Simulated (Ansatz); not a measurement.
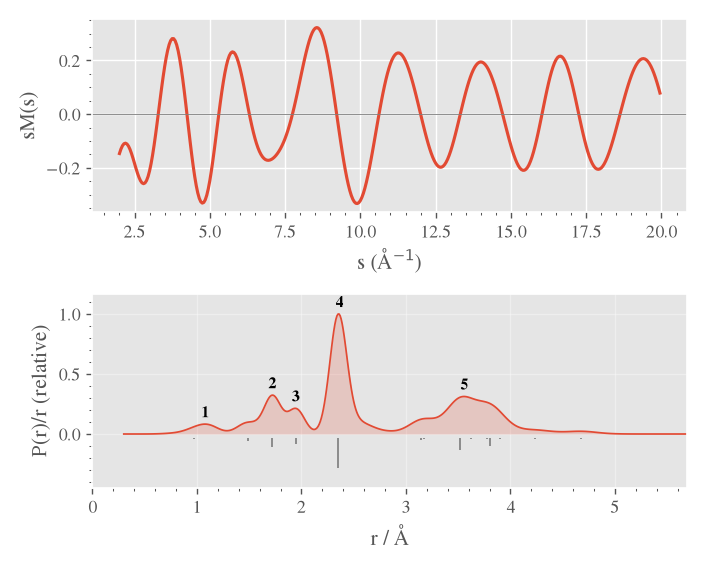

Simulated gas electron diffraction: reduced molecular intensity sM(s) from the Debye equation in the first Born approximation (top) and the radial distribution curve (bottom) of CH₇AlOSe. Each pair of atoms contributes with weight ZᵢZⱼ/r (bars below the curve); damping constant 0.002 Å²; vibrational amplitudes assumed, not computed: 0.05 Å for bonds, 0.078 Å for bonds to H, 0.06 + 0.015 r up to 0.15 Å for other pairs. The geometry is the end point of an optimisation (RKS PBE-D4/def2-SVP (Ansatz)); it may be a saddle point or a higher isomer.

Assign the numbered peaks of the radial distribution curve (– bonded, ··· not bonded).

Peak 1, 1.08 Å: O–H 0.97 Å, C–H 1.11 Å (×3), not resolved
Peak 2, 1.72 Å: Al–O 1.72 Å; in its flanks Se–H 1.49 Å
Peak 3, 1.94 Å: Al–C 1.95 Å
Peak 4, 2.36 Å: Se–Al 2.35 Å, Al···H 2.41–2.60 Å (×6), not resolved
Peak 5, 3.56 Å: Se···O 3.51 Å, Se···H 3.63–3.77 Å (×2), Se···C 3.80 Å, not resolved; in its flanks Se···H 3.17–4.23 Å
